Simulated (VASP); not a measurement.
# ZrB2: structure and properties in VASP, part 2 of 4

Wanted: the relaxed cell of ZrB2 and its properties. The start cell is built, not measured: it takes the structure of COD entry 1510711, HfB2 (space group 191 there), with some of its atoms replaced by other elements, volume scaled by an estimate.

VASP 6.6.1, plane waves and PAW; the level of theory is named at each step.

So far. Step 2 (Relaxing cell and atoms (BLYP + D3(BJ))): It ends with forces that vanish by symmetry and a pressure of 0.11 GPa. Step 3 (Second relaxation): It ends with forces that vanish by symmetry and a pressure of 0.07 GPa. The volume moved by under 0.01 %: the run met its threshold at the first step. The relaxed cell has a = 3.124, c = 3.540 Å (conventional setting).

**4. Single point with fields (BLYP + D3(BJ))**

Level of this step: BLYP with D3(BJ); plane waves and PAW (Zr_sv, B) (VASP).

The relaxed cell gets a fresh self-consistent run, on a basis set for its own volume, to fix the density and to check the remaining stress.

INCAR reads:

```
SYSTEM = ZrB2
PREC = Accurate
ENCUT = 420
EDIFF = 1E-06
NELM = 100
ISMEAR = -1
SIGMA = 0.05
LREAL = .FALSE.
ALGO = Normal
GGA = B5
ALDAX = 1
AGGAX = 1
AGGAC = 1
ALDAC = 0
IVDW = 12
VDW_S6 = 1
VDW_S8 = 2.6996
VDW_A1 = 0.4298
VDW_A2 = 4.2359
LORBIT = 11
LWAVE = .FALSE.
LCHARG = .TRUE.
ISIF = 2
LELF = .TRUE.
LVHAR = .TRUE.
```

POSCAR reads:

```
ZrB2
1.0
    3.1241735893      0.0000000000      0.0000000000
   -1.5620867947      2.7056144540      0.0000000000
    0.0000000000      0.0000000000      3.5397052372
Zr B
1 2
Direct
    0.0000000000      0.0000000000      0.0000000000
    0.3333333300      0.6666666700      0.5000000000
    0.6666666700      0.3333333300      0.5000000000
```

KPOINTS reads:

```
Automatic mesh
0
Gamma
8 8 6
0 0 0
```

Potentials, in the order of the species: Zr_sv and B (PBE family, release 64).

Run with:

```sh
$ mpirun -np 1 vasp_std
```

The log of the run:

```text
[... set-up lines as in an earlier step ...]
 entering main loop
       N       E                     dE             d eps       ncg     rms          rms(c)
[... 12 cycles as in an earlier step ...]
   1 F= -.24794466E+02 E0= -.24793392E+02  d E =-.214707E-02
```

It took 19 s on 1 MPI rank of AMD EPYC 7R43, shared host; peak memory 0.12 GiB.

OUTCAR, selected parts (step 4):

```text
The static configuration has the point symmetry D_6h.

 Found     40 irreducible k-points:

   NELECT =      18.0000    total number of electrons

 E-fermi :  11.4277

 Edisp (eV)   -2.75798

[... 20 parts as in an earlier step ...]
```

This step gave:

```
SCF cycles : 12
```

Valence electrons inside each PAW sphere by angular momentum. Sphere charges, by row:

| atom | s (e) | p (e) | d (e) | tot (e) |
| --- | --- | --- | --- | --- |
| Zr1 | 2.172 | 6.035 | 1.826 | 10.03 |
| B2 | 0.678 | 1.295 | 0 | 1.972 |
| B3 | 0.678 | 1.295 | 0 | 1.972 |

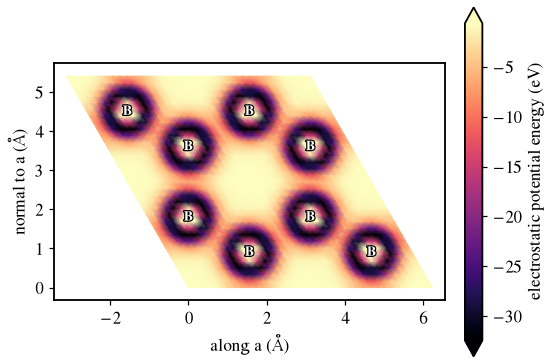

Electrostatic potential energy in the ab plane at fractional z = 0.500, with atoms of B within 0.2 Å of it. With pseudopotentials it is smooth inside the atoms' cores, unlike the true potential.

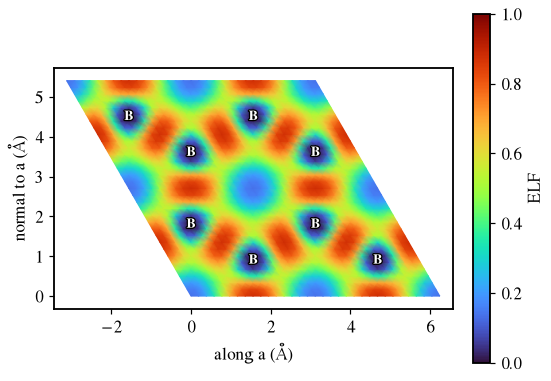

ELF in the ab plane at fractional z = 0.500, with atoms of B within 0.2 Å of it. It is the smooth field of the valence electrons, not physical close to the nuclei.

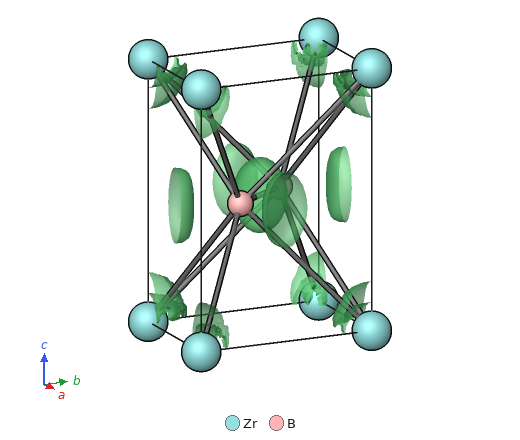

Surface of ELF = 0.8.

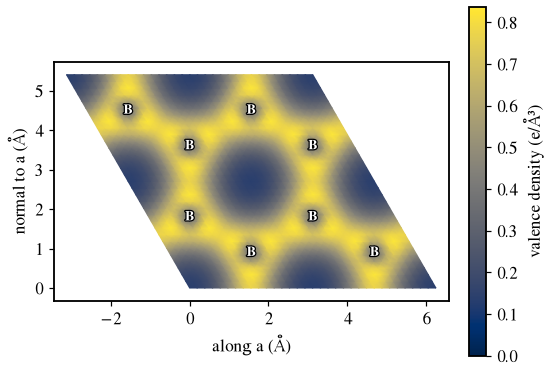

Valence density in the ab plane at fractional z = 0.500, with atoms of B within 0.2 Å of it. It is the smooth field of the valence electrons, not physical close to the nuclei.

In this run the pressure is 0.07 GPa, small enough to go on.

**5. Bands along the symmetry lines (BLYP + D3(BJ))**

The mesh alone shows little of the dispersion and can miss band extrema, so KPOINTS_OPT adds a path through the symmetry points after the self-consistent cycle.

INCAR, as its differences from that of step 4:

```diff
@@ -21,5 +21,2 @@
 LWAVE = .FALSE.
-LCHARG = .TRUE.
-ISIF = 2
-LELF = .TRUE.
-LVHAR = .TRUE.
+LCHARG = .FALSE.
```

POSCAR is that of step 4.

KPOINTS is that of step 4.

KPOINTS_OPT reads:

```
Line mode
16
Line-mode
Reciprocal
  0.00000000   0.00000000   0.00000000 GAMMA
  0.50000000   0.00000000   0.00000000 M

  0.50000000   0.00000000   0.00000000 M
  0.33333333   0.33333333   0.00000000 K

  0.33333333   0.33333333   0.00000000 K
  0.00000000   0.00000000   0.00000000 GAMMA

  0.00000000   0.00000000   0.00000000 GAMMA
  0.00000000   0.00000000   0.50000000 A

  0.00000000   0.00000000   0.50000000 A
  0.50000000   0.00000000   0.50000000 L

  0.50000000   0.00000000   0.50000000 L
  0.33333333   0.33333333   0.50000000 H

  0.33333333   0.33333333   0.50000000 H
  0.00000000   0.00000000   0.50000000 A

  0.50000000   0.00000000   0.50000000 L
  0.50000000   0.00000000   0.00000000 M

  0.33333333   0.33333333   0.00000000 K
  0.33333333   0.33333333   0.50000000 H
```

Run with:

```sh
$ mpirun -np 1 vasp_std
```

The log of the run:

```text
[... set-up lines as in an earlier step ...]
 entering main loop
       N       E                     dE             d eps       ncg     rms          rms(c)
[... 12 cycles as in an earlier step ...]
   1 F= -.24794466E+02 E0= -.24793392E+02  d E =-.214707E-02
 Start KPOINTS_OPT (optional k-point list driver)
k-point batch [1-40\144]
       N       E                     dE             ncg
DAV:   1     0.650385671126E+03   -0.19067E+05     1040
DAV:   2    -0.406620988716E+04   -0.47166E+04     1260
DAV:   3    -0.424448678775E+04   -0.17828E+03     1673
DAV:   4    -0.424781302284E+04   -0.33262E+01     1246
DAV:   5    -0.424787281730E+04   -0.59794E-01     1600
DAV:   6    -0.424787345693E+04   -0.63963E-03     1281
DAV:   7    -0.424787346074E+04   -0.38076E-05     1120
DAV:   8    -0.424787346095E+04   -0.21156E-06      880
[...]
k-point batch [121-144\144]
       N       E                     dE             ncg
DAV:   1     0.972355678150E+04   -0.16132E+05      624
DAV:   2     0.702689652655E+04   -0.26967E+04      744
DAV:   3     0.693713797530E+04   -0.89759E+02     1046
DAV:   4     0.693618582551E+04   -0.95215E+00      750
DAV:   5     0.693616513264E+04   -0.20693E-01      982
DAV:   6     0.693616501228E+04   -0.12037E-03      800
DAV:   7     0.693616501125E+04   -0.10297E-05      675
DAV:   8     0.693616501111E+04   -0.13506E-06      562
```

The job ended after 42 s (1 MPI rank; peak memory 0.12 GiB).

Parts of OUTCAR (step 5):

```text
   NELECT =      18.0000    total number of electrons

 E-fermi :  11.4277

 Edisp (eV)   -2.75798

[... 20 parts as in an earlier step ...]

[... 2 further parts left out ...]
```

Electronic bands along the path, in eV, zero at the Fermi level; # counts the bands kept:

| point | #2 | #3 | #4 | #5 | #6 | #7 |
| --- | --- | --- | --- | --- | --- | --- |
| Γ | -2.71 | -2.71 | -2.66 | -2.53 | 3.35 | 3.35 |
| M | -8.60 | -4.16 | -3.18 | -2.75 | 2.13 | 2.22 |
| K | -7.86 | -6.99 | -2.68 | -2.68 | 1.47 | 1.47 |
| Γ | -2.71 | -2.71 | -2.66 | -2.53 | 3.35 | 3.35 |
| A | -6.98 | -1.09 | -1.09 | 0.43 | 0.43 | 0.67 |
| L | -7.13 | -4.73 | -4.23 | -1.93 | 3.51 | 4.36 |
| H | -8.91 | -5.05 | -2.67 | -2.67 | 3.90 | 5.92 |
| A | -6.98 | -1.09 | -1.09 | 0.43 | 0.43 | 0.67 |
| jump to L | -7.13 | -4.73 | -4.23 | -1.93 | 3.51 | 4.36 |
| M | -8.60 | -4.16 | -3.18 | -2.75 | 2.13 | 2.22 |
| jump to K | -7.86 | -6.99 | -2.68 | -2.68 | 1.47 | 1.47 |
| H | -8.91 | -5.05 | -2.67 | -2.67 | 3.90 | 5.92 |

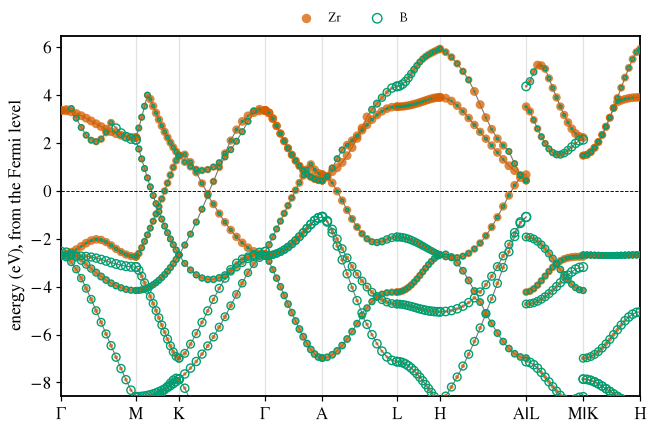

Electronic bands along the path; dots are coloured as in the legend, and their area grows with the weight.

There is no gap at this level.

Of the bands kept, 2 cross the Fermi level on this path.

**6. Density of states (BLYP + D3(BJ))**

A density of states needs more k-points than a total energy; ISMEAR = -5 takes tetrahedra, and LORBIT projects the states on the PAW spheres. The mesh is finer than in the run before.

INCAR, as its differences from that of step 5:

```diff
@@ -5,3 +5,3 @@
 NELM = 100
-ISMEAR = -1
+ISMEAR = -5
 SIGMA = 0.05
@@ -22 +22,2 @@
 LCHARG = .FALSE.
+NEDOS = 2001
```

POSCAR is that of step 5.

KPOINTS reads:

```
Automatic mesh
0
Gamma
12 12 9
0 0 0
```

Run with:

```sh
$ mpirun -np 1 vasp_std
```

The log of the run:

```text
[... set-up lines as in an earlier step ...]
 entering main loop
       N       E                     dE             d eps       ncg     rms          rms(c)
DAV:   1     0.990808060228E+02    0.99081E+02   -0.89399E+03  2478   0.119E+03
DAV:   2    -0.206172523461E+02   -0.11970E+03   -0.11620E+03  2860   0.313E+02
DAV:   3    -0.251184808076E+02   -0.45012E+01   -0.44668E+01  3943   0.535E+01
DAV:   4    -0.252192856329E+02   -0.10080E+00   -0.10075E+00  3138   0.737E+00
DAV:   5    -0.252215736888E+02   -0.22881E-02   -0.22894E-02  3842   0.878E-01    0.217E+01
DAV:   6    -0.220476488667E+02    0.31739E+01   -0.95866E+00  2970   0.215E+01    0.857E+00
DAV:   7    -0.220328560653E+02    0.14793E-01   -0.10323E+00  3783   0.646E+00    0.328E+00
DAV:   8    -0.220419522622E+02   -0.90962E-02   -0.12106E-01  2948   0.332E+00    0.870E-01
DAV:   9    -0.220370249421E+02    0.49273E-02   -0.24025E-02  3162   0.127E+00    0.148E-01
DAV:  10    -0.220370264647E+02   -0.15225E-05   -0.11189E-03  3145   0.282E-01    0.509E-02
DAV:  11    -0.220370391258E+02   -0.12661E-04   -0.47503E-05  3114   0.765E-02    0.182E-02
DAV:  12    -0.220370488084E+02   -0.96826E-05   -0.72659E-06  3134   0.279E-02    0.300E-03
DAV:  13    -0.220370489834E+02   -0.17500E-06   -0.40803E-07  1510   0.735E-03
   1 F= -.24795030E+02 E0= -.24795030E+02  d E =0.000000E+00
 -----------------------------------------------------------------------------
|                                                                             |
|           W    W    AA    RRRRR   N    N  II  N    N   GGGG   !!!           |
|           W    W   A  A   R    R  NN   N  II  NN   N  G    G  !!!           |
|           W    W  A    A  R    R  N N  N  II  N N  N  G       !!!           |
|           W WW W  AAAAAA  RRRRR   N  N N  II  N  N N  G  GGG   !            |
|           WW  WW  A    A  R   R   N   NN  II  N   NN  G    G                |
|           W    W  A    A  R    R  N    N  II  N    N   GGGG   !!!           |
|                                                                             |
|     Tetrahedron method does not include variations of the Fermi             |
|     occupations, so forces and stress will be inaccurate. We suggest        |
|     using a different smearing scheme ISMEAR = 1 or 2 for metals in         |
|     relaxations.                                                            |
|                                                                             |
 -----------------------------------------------------------------------------
```

The job ended after 54 s (1 MPI rank; peak memory 0.14 GiB).

OUTCAR, selected parts (step 6):

```text
   k-points           NKPTS =     95   k-points in BZ     NKDIM =     95   number of bands    NBANDS=     13

   NELECT =      18.0000    total number of electrons

 E-fermi :  11.5009

 k-point     1 :       0.0000    0.0000    0.0000
  band No.  band energies     occupation
    ...
      5      -1.4300      2.00000
      6       8.7171      2.00000
      7       8.7171      2.00000
      8       8.7686      2.00000
      9       8.8934      2.00000
     10      14.7782      0.00000
     11      14.7782      0.00000
     12      15.3470      0.00000
     13      15.3470      0.00000

 Edisp (eV)   -2.75798

  Total       0.02365     0.02365    -0.00648    -0.00000    -0.00000    -0.00000
  in kB       1.26652     1.26652    -0.34711    -0.00000    -0.00000    -0.00000
  external pressure =        0.73 kB  Pullay stress =        0.00 kB

 POSITION                                       TOTAL-FORCE (eV/Angst)
 -----------------------------------------------------------------------------------
      0.00000      0.00000      0.00000        -0.000000      0.000000      0.000000
     -0.00000      1.80374      1.76985         0.000000      0.000000      0.000000
      1.56209      0.90187      1.76985        -0.000000     -0.000000     -0.000000
 -----------------------------------------------------------------------------------
    total drift:                                0.000000     -0.000000     -0.000000

  FREE ENERGIE OF THE ION-ELECTRON SYSTEM (eV)
  ---------------------------------------------------
  free  energy   TOTEN  =       -24.7950295676 eV

  energy  without entropy=      -24.7950295676  energy(sigma->0) =      -24.79502957

[... 7 parts as in an earlier step ...]

[... 9 further parts left out ...]
```

With tetrahedra the forces and stress of a metal are not exact derivatives of the energy.

This step gave:

- SCF cycles: 13
- irreducible k-points: 95
- free energy (TOTEN): -24.80 eV
- Fermi energy: 11.50 eV
- pressure: 0.07286 GPa
- DOS at the Fermi level: 0.1955 states/eV/cell

The density of states has structure finer than the step of the table below, so its rows give means over 1 eV, whole bins alone (the curve runs from -12.0 to 1.27 eV). Peaks (eV: height): total -10.1: 1.07, -4.8: 1.59, -3.5: 3.03, -2.6: 2.05; Zr d -10.1: 0.101, -4.7: 0.216, -3.5: 0.552, -2.6: 0.590; B p -4.8: 0.655, -3.5: 1.10, -2.6: 0.534; B s -10.1: 0.454, -7.8: 0.235.

States under -12.0 eV and over 1.3 eV are left out. Table of density of states by energy, zero at the Fermi level; means over each step; values in states/eV/cell:

| energy (eV) | total | Zr d | B p | B s |
| --- | --- | --- | --- | --- |
| -11 | 0.617 | 0.0193 | 0.0287 | 0.286 |
| -10 | 0.816 | 0.0671 | 0.0736 | 0.342 |
| -9 | 0.313 | 0.0222 | 0.0426 | 0.118 |
| -8 | 0.591 | 0.0481 | 0.127 | 0.175 |
| -7 | 0.556 | 0.0521 | 0.145 | 0.132 |
| -6 | 0.702 | 0.0729 | 0.225 | 0.0780 |
| -5 | 1.12 | 0.140 | 0.457 | 0.0417 |
| -4 | 1.66 | 0.316 | 0.595 | 0.0354 |
| -3 | 1.66 | 0.374 | 0.566 | 0.0126 |
| -2 | 1.21 | 0.464 | 0.241 | 0.00313 |
| -1 | 0.409 | 0.207 | 0.0555 | 4.1e-4 |
| 0 | 0.265 | 0.137 | 0.0406 | 4.9e-4 |

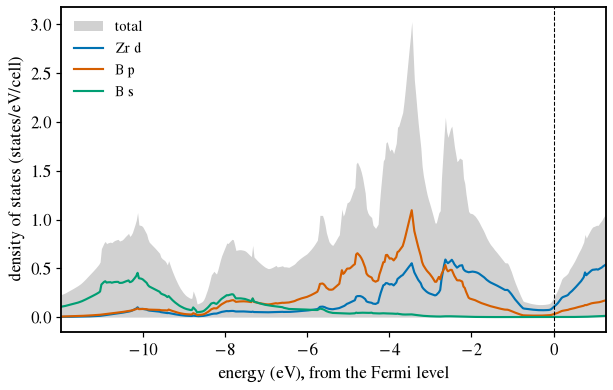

Density of states, plotted against energy.

The finer mesh and the other smearing move the Fermi level by +0.07 eV from the 8×8×6 run, one measure of the sampling error in the zero of the bands above. Of the states within 0.3 eV of the Fermi level, the largest shares in the PAW spheres are Zr d 52 % and B p 15 %. The rest lies in smaller channels or between the spheres.

[end of part 2 of 4]

[Lines on the potential files, build, host, timing and source positions are cut from VASP's logs without a mark.]

[Logs are printed without paths, hosts, clocks, repeated set-up lines and the standing remarks that a program may print on its own settings, such as how far it seeks lower states.]

[Hosts, paths, dates, database ids (printed as entryN), source tags and the programs' standing remarks are cut or masked in the printed files.]

[A measured line is paired with the nearest computed mode of its activity, which favours agreement.]

[In band tables of VASP the shares of atoms and orbitals are scaled to a sum of 1 inside the atoms' spheres.]
